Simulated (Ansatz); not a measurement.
# Fields on a plane of Lu3InN (anti-perovskite)

```yaml
crystal:
  lattice:
    - [4.61819, 0.00000, 0.00000]
    - [0.00000, 4.61819, 0.00000]
    - [0.00000, 0.00000, 4.61819]
  atoms:
    - { symbol: Lu, position: [0.50000, 0.50000, 0.00000] }
    - { symbol: Lu, position: [0.00000, 0.50000, 0.50000] }
    - { symbol: Lu, position: [0.50000, 0.00000, 0.50000] }
    - { symbol: In, position: [0.00000, 0.00000, 0.00000] }
    - { symbol: N, position: [0.50000, 0.50000, 0.50000] }
```

The slice is a {110} plane (indices of the conventional cell) through the point (0.500, 0.000, 0.500) (fractional), spanned by u = [100] and v = [011] in vectors of this cell: u (4.62 Å) and v (6.53 Å, at 90° to u). It covers one period; positions are fractions (u, v).

Atoms on it: Lu at (0.00, 0.50); Lu at (0.00, 0.00).

The numbers are results of PBEsol (plane waves to 420 eV, PAW, scalar-relativistic; Ansatz, a first-principles code), not measurements. k mesh 10×10×10. Inside the PAW spheres the values are not all-electron values, and peaks at nuclei hang on which shells count as valence. Lu3InN is run without spin polarisation. Lu3InN was relaxed with its symmetry unable to fall.

```
|xxxx0379999730xxx|
|xxxx0478998740xxx|
|xxx036788887630xx|
|00035777777775300|
|23467777667777643|
|45677776666777765|
|23467777667777643|
|00035777777775300|
|xxx036788887630xx|
|xxxx0478998740xxx|
|xxxx0379999730xxx|
|xxxx0379999730xxx|
|xxxx0379999730xxx|
|xxxx0478998740xxx|
|xxx036788887630xx|
|00035777777775300|
|23467777667777643|
|45677776666777765|
|23467777667777643|
|00035777777775300|
|xxx036788887630xx|
|xxxx0478998740xxx|
|xxxx0379999730xxx|
|xxxx0379999730xxx|
```
Scale: ten equal steps from 3.00 (start of '0') to 11.72 (end of '9'), in the order '0123456789'. Values: electrostatic potential energy of an electron, from the cell's mean, in eV. The map has 17 points along u (one character each, u = 0 at the left) and 24 along v (v = 0 in the bottom row). Points within 1 Å of a nucleus are blanked (x), as the pseudised field means little there. Values under 3 eV are set to 3. The zero, the cell's mean, hangs on the PAW cores.

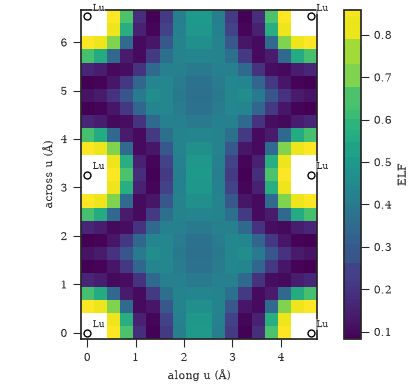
Figure: Electron localisation function (ELF), one period of the plane, atoms marked. Points within 0.5 Å of a nucleus are left white, as the pseudised field means little there.
